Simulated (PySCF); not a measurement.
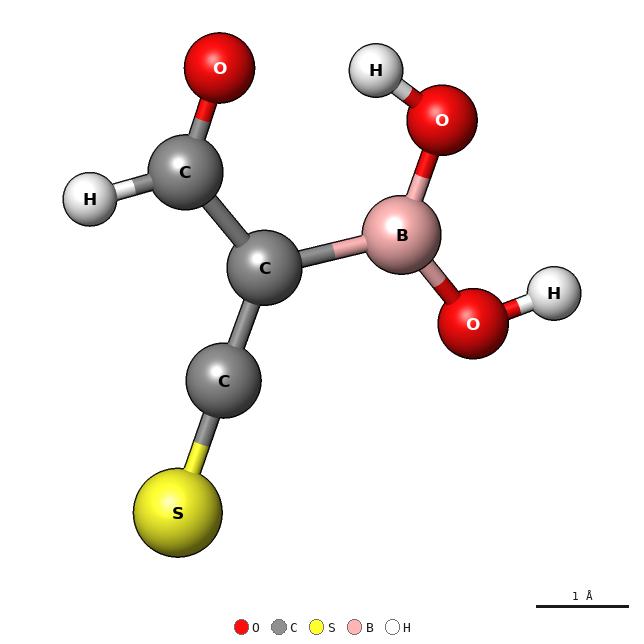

Rendered structure (ball-and-stick style). Every bond is drawn as one stick, whatever its order.

The computed structure is the end point of a PBE0-D3(BJ)/def2-SVP optimisation. No frequency run is at hand to confirm it as a minimum.

Count the atoms of each element.

Answer. C3H3BO3S, 11 atoms: 3 carbon, 3 hydrogen, 1 boron, 3 oxygen and 1 sulfur.

Name functional groups in it.

Answer. Among them: aldehyde.

What is its SMILES?

Answer. O=CC(=C=S)B(O)O

How many bonds of each kind are drawn?

Answer. 2 C–C, 2 B–O, 2 O–H, 1 C–O, 1 C–S, 1 C–B, 1 C–H.

Does it have rings?

Answer. It has no ring.

The parts below concern this one geometry. Atoms keep their numbers from picture to picture.

Dipole moment

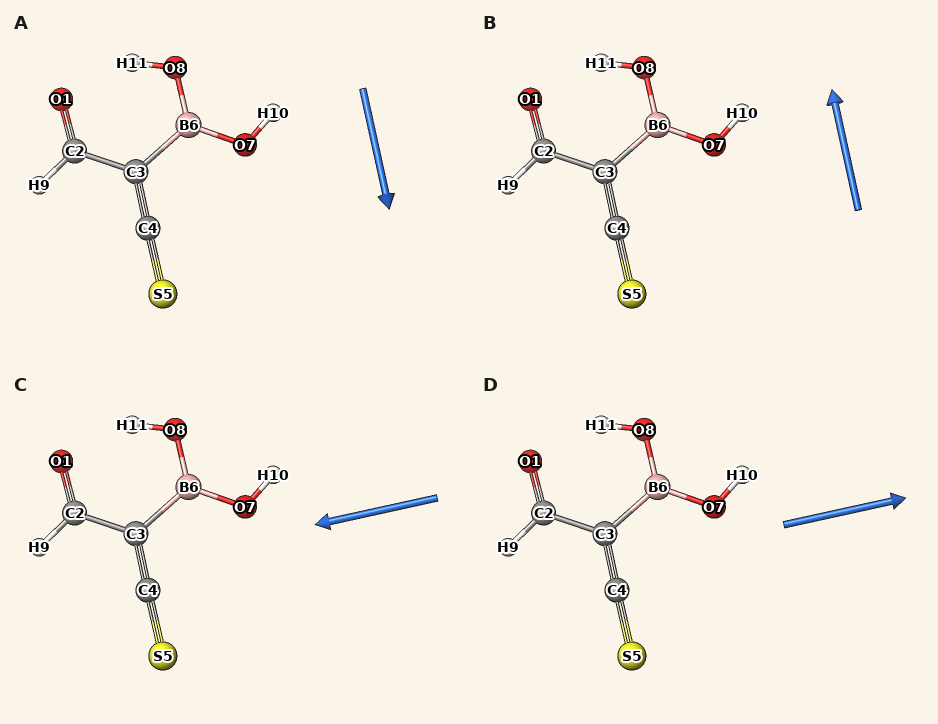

The same molecule four times, each with an arrow. No frequency run is at hand to confirm it as a minimum. Method: PBE0/cc-pVDZ, gas phase (PySCF 2.14.0).

Which arrow points along the dipole moment, from the negative to the positive end?

Answer. A. The dipole moment is 1.85 D; it points from the side of H11 to the side of S5 (the outermost atoms at the two ends).

Quadrupole coupling

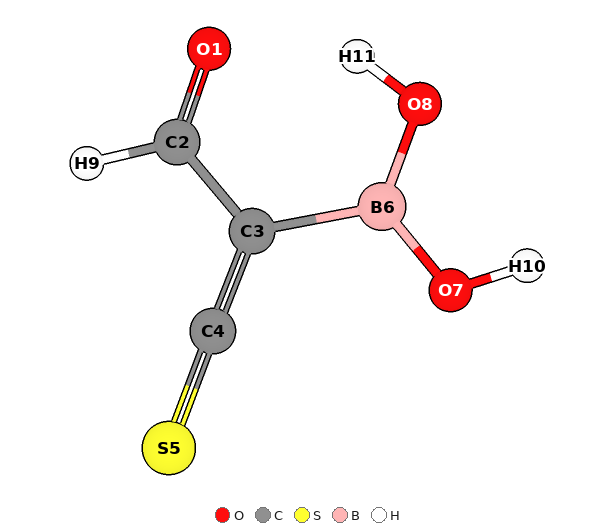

No frequency run is at hand to confirm it as a minimum. Electric field gradients from the ground-state density, PBE0/def2-TZVP (PySCF 2.14.0), non-relativistic apart from any core potentials.

Give the largest field-gradient component, the quadrupole coupling constant and the asymmetry for 17O at O1 (Q = −25.6 mb), 33S at S5 (Q = −67.81 mb), 11B at B6 (Q = 40.59 mb), 17O at O7 (Q = −25.6 mb), 17O at O8 (Q = −25.6 mb).

| atom | V_zz (a.u.) | e²qQ/h (MHz) | η |
| --- | --- | --- | --- |
| O1 | −1.647 | 9.91 | 0.32 |
| S5 | −1.452 | 23.1 | 0.05 |
| B6 | 0.303 | 2.89 | 0.10 |
| O7 | 1.283 | −7.72 | 0.24 |
| O8 | 0.982 | −5.90 | 0.19 |

NMR shielding

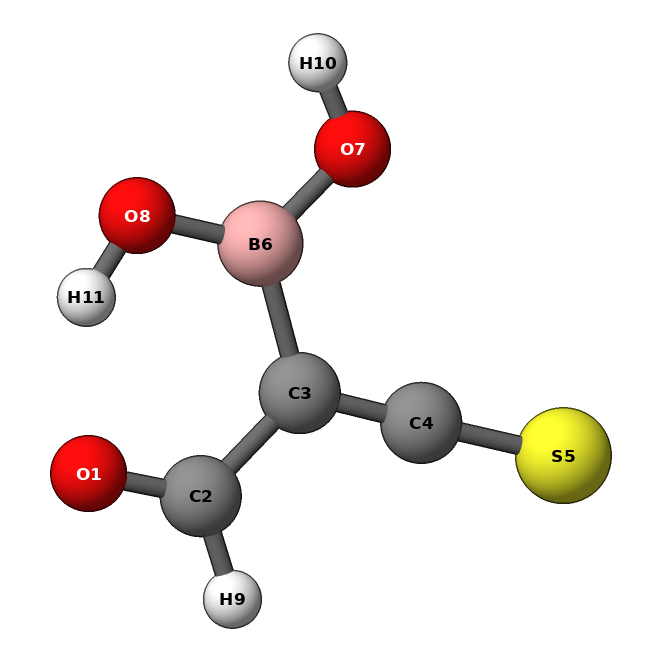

No frequency run is at hand to confirm it as a minimum. Level of theory: GIAO PBE0/def2-TZVP NMR shielding, non-relativistic, gas phase (PySCF 2.14.0). Principal shieldings σ11 ≤ σ22 ≤ σ33, span Ω = σ33 − σ11, skew κ = 3(σiso − σ22)/Ω.

Give the shielding tensors of the S atoms.

```
atom   σ11    σ22    σ33   σiso      Ω     κ
  S5  54.7  127.1  447.9  209.9  393.3  0.63
```

Shieldings and span in ppm.

Charges

The questions are on Hirshfeld charges. No frequency run is at hand to confirm it as a minimum. Level of theory: PBE0/STO-3G, gas phase (PySCF 2.14.0).

Which atom carries the highest charge (most positive or least negative)?

Answer. B6 (0.16 e).

And the lowest?

Answer. O8 (−0.19 e).

List the Hirshfeld charges.

| atom | value (e) |
| --- | --- |
| O1 | −0.15 |
| C2 | 0.10 |
| C3 | −0.14 |
| C4 | 0.03 |
| S5 | 0.08 |
| B6 | 0.16 |
| O7 | −0.18 |
| O8 | −0.19 |
| H9 | 0.01 |
| H10 | 0.15 |
| H11 | 0.13 |
